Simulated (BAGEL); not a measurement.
# C2ClF3 (chlorotrifluoroethylene): PBE0/cc-pVDZ (density fitting with cc-pvqz-jkfit)

What is the energy change on altering one bond length of C2ClF3 (chlorotrifluoroethylene) at PBE0/cc-pVDZ (density fitting with cc-pvqz-jkfit)? 

The results are computed with BAGEL 1.2.2.

1 further run of the same task is left out (set aside as unsound or not needed).

### 1 The structure to begin with

The species is C2ClF3 (6 atoms), meant as a singlet with charge 0. SMILES: `FC(F)=C(F)Cl`. Geometry: relaxed at PBE0-D4/def2-TZVP.

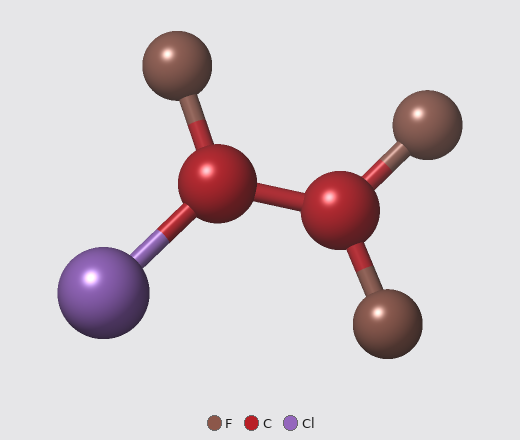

Viewed from a chosen angle; fluorine brown, carbon red, chlorine purple.

### 2 The energy at PBE0/cc-pVDZ (density fitting with cc-pvqz-jkfit)

job.json reads:

```json
{ "bagel": [

{
  "title": "molecule",
  "basis": "cc-pvdz.json",
  "df_basis": "cc-pvqz-jkfit",
  "angstrom": true,
  "geometry": [
    { "atom": "F", "xyz": [       0.754980,      -1.638860,       0.121480 ] },
    { "atom": "C", "xyz": [      -0.084770,      -0.642210,       0.238150 ] },
    { "atom": "F", "xyz": [      -1.171340,      -0.974840,       0.883330 ] },
    { "atom": "C", "xyz": [       0.149100,       0.567290,      -0.247440 ] },
    { "atom": "F", "xyz": [       1.278540,       0.821980,      -0.890380 ] },
    { "atom": "Cl", "xyz": [      -0.926530,       1.866650,      -0.105120 ] }
  ]
},

{
  "title": "ks",
  "xc_func": "pbe0",
  "charge": 0
},

{
  "title": "print",
  "file": "orbitals.molden",
  "orbitals": true
}

]}
```

The basis set cc-pVDZ is read from a file made from the Basis Set Exchange's data (not shown).

The run is started by

```console
$ BAGEL_NUM_THREADS=1 BAGEL job.json > job.out
```

What it wrote:

```text
* using 1 threads per process

  ===============================================================
  ===============================================================

  *** Geometry ***

  { "atom" : "F", "xyz" : [      1.426705,     -3.096997,      0.229564 ] },
  { "atom" : "C", "xyz" : [     -0.160192,     -1.213601,      0.450038 ] },
  { "atom" : "F", "xyz" : [     -2.213512,     -1.842181,      1.669252 ] },
  { "atom" : "C", "xyz" : [      0.281758,      1.072023,     -0.467594 ] },
  { "atom" : "F", "xyz" : [      2.416090,      1.553317,     -1.682574 ] },
  { "atom" : "Cl", "xyz" : [     -1.750888,      3.527457,     -0.198648 ] },

  Number of auxiliary basis functions:      678

  Since a DF basis is specified, we compute 2- and 3-index integrals:
    o Being stored without compression. Storage requirement is 0.042 GB

  Number of basis functions:       88
  Number of electrons      :       56

    * METHOD: MOLECULE                             0.80

  *** Kohn-Sham DFT ***

    * Removing 11101 points whose weight is below 1.00e-10
    * Grid points: 78335

  === Nuclear Repulsion ===
   295.7452762876

       - DIIS with orbital gradients will be used.

  === KS iteration (pbe0 / cc-pvdz.json) ===
      0       -807.87331013          0.11969515           0.56
      1       -798.25114876          0.15285211           0.54
      2       -704.92817601          0.20821358           0.54
      3       -822.08640104          0.11575609           0.54
      4       -834.48893153          0.03337556           0.54
      5       -833.93335142          0.04763321           0.53
      6       -835.38145791          0.00256095           0.54
      7       -835.38361694          0.00190103           0.54
      8       -835.38615287          0.00047646           0.54
      9       -835.38630034          0.00009442           0.54
     10       -835.38630624          0.00003101           0.53
     11       -835.38630725          0.00000928           0.53
     12       -835.38630733          0.00000272           0.53
     13       -835.38630734          0.00000076           0.54
     14       -835.38630734          0.00000027           0.54
     15       -835.38630734          0.00000015           0.53
     16       -835.38630734          0.00000005           0.54
     17       -835.38630734          0.00000002           0.54
     18       -835.38630734          0.00000001           0.54
    * SCF iteration converged.

    * Permanent dipole moment:
           (    0.120845,     0.002870,    -0.061365) a.u.

    * METHOD: KS                                  10.89

    * METHOD: PRINT                                0.04

  ===============================================================
```

It took 12 s on 1 thread of Arm Neoverse N1, shared host; peak memory 0.38 GiB.

### 3 The distorted shape at the same level

input.json reads:

```json
{ "bagel" : [

{
  "title" : "molecule",
  "basis" : "cc-pvdz.json",
  "df_basis" : "cc-pvqz-jkfit",
  "angstrom" : "true",
  "geometry" : [
    { "atom" : "F", "xyz" : [    0.585555,   -1.677065,    0.217926 ] },
    { "atom" : "C", "xyz" : [   -0.254195,   -0.680415,    0.334596 ] },
    { "atom" : "F", "xyz" : [   -1.340765,   -1.013045,    0.979776 ] },
    { "atom" : "C", "xyz" : [   -0.020325,    0.529085,   -0.150994 ] },
    { "atom" : "F", "xyz" : [    1.278540,    0.821980,   -0.890380 ] },
    { "atom" : "Cl", "xyz" : [   -1.095955,    1.828445,   -0.008674 ] }
  ]
},
{
  "title" : "ks",
  "xc_func" : "pbe0"
},
{
  "title" : "print",
  "file" : "orbitals.molden",
  "orbitals" : "true"
}

]}
```

The basis set cc-pVDZ is read from a file made from the Basis Set Exchange's data (not shown).

The run is started by

```console
$ BAGEL_NUM_THREADS=1 BAGEL input.json > input.out
```

What it wrote:

```text
* using 1 threads per process

  ===============================================================
  ===============================================================

  *** Geometry ***

  { "atom" : "F", "xyz" : [      1.106539,     -3.169194,      0.411820 ] },
  { "atom" : "C", "xyz" : [     -0.480359,     -1.285798,      0.632295 ] },
  { "atom" : "F", "xyz" : [     -2.533679,     -1.914378,      1.851508 ] },
  { "atom" : "C", "xyz" : [     -0.038409,      0.999826,     -0.285337 ] },
  { "atom" : "F", "xyz" : [      2.416090,      1.553317,     -1.682574 ] },
  { "atom" : "Cl", "xyz" : [     -2.071055,      3.455260,     -0.016391 ] },

  Number of auxiliary basis functions:      678

  Since a DF basis is specified, we compute 2- and 3-index integrals:
    o Being stored without compression. Storage requirement is 0.042 GB

  Number of basis functions:       88
  Number of electrons      :       56

    * METHOD: MOLECULE                             0.79

  *** Kohn-Sham DFT ***

    * Removing 10858 points whose weight is below 1.00e-10
    * Grid points: 78578

  === Nuclear Repulsion ===
   288.9504523442

       - DIIS with orbital gradients will be used.

  === KS iteration (pbe0 / cc-pvdz.json) ===
      0       -807.89819111          0.11825619           0.58
      1       -808.86596286          0.14176518           0.56
      2       -750.41831017          0.22814373           0.56
      3       -829.71143641          0.06787084           0.54
      4       -826.31553151          0.11065764           0.54
      5       -834.85691707          0.02673129           0.55
      6       -835.02584080          0.02194584           0.56
      7       -835.34379360          0.00504967           0.54
      8       -835.35766984          0.00312299           0.54
      9       -835.36475978          0.00095565           0.55
     10       -835.36555042          0.00033738           0.54
     11       -835.36565248          0.00006749           0.54
     12       -835.36565350          0.00005347           0.55
     13       -835.36565514          0.00002049           0.55
     14       -835.36565544          0.00000807           0.54
     15       -835.36565546          0.00000606           0.54
     16       -835.36565549          0.00000048           0.54
     17       -835.36565549          0.00000039           0.54
     18       -835.36565549          0.00000013           0.54
     19       -835.36565549          0.00000003           0.54
     20       -835.36565549          0.00000003           0.54
     21       -835.36565549          0.00000000           0.54
    * SCF iteration converged.

    * Permanent dipole moment:
           (    0.426127,     0.088361,    -0.240208) a.u.

    * METHOD: KS                                  12.73

    * METHOD: PRINT                                0.04

  ===============================================================
```

Wall time 14 s (1 thread of Arm Neoverse N1, shared host); peak memory 0.38 GiB.

### 4 What came out

At PBE0/cc-pVDZ (density fitting with cc-pvqz-jkfit):

| quantity | value |
| --- | --- |
| first shape: total energy | -835.38631 Eh |
| first shape: dipole moment | 0.34 D |
| first shape: HOMO energy | -7.21 eV |
| first shape: LUMO energy | 0.58 eV |
| first shape: HOMO–LUMO gap | 7.79 eV |
| distorted shape: total energy | -835.36566 Eh |
| distorted shape: dipole moment | 1.26 D |
| distorted shape: HOMO energy | -7.62 eV |
| distorted shape: LUMO energy | -0.12 eV |
| distorted shape: HOMO–LUMO gap | 7.50 eV |
| energy change with the C4–F5 bond stretched from 1.324 to 1.523 Å | 0.562 eV |

In words: With the C4–F5 bond stretched from 1.324 to 1.523 Å the energy rises by 0.56 eV (13.0 kcal/mol). The first shape isn't relaxed at this level, so the change isn't measured from a minimum.
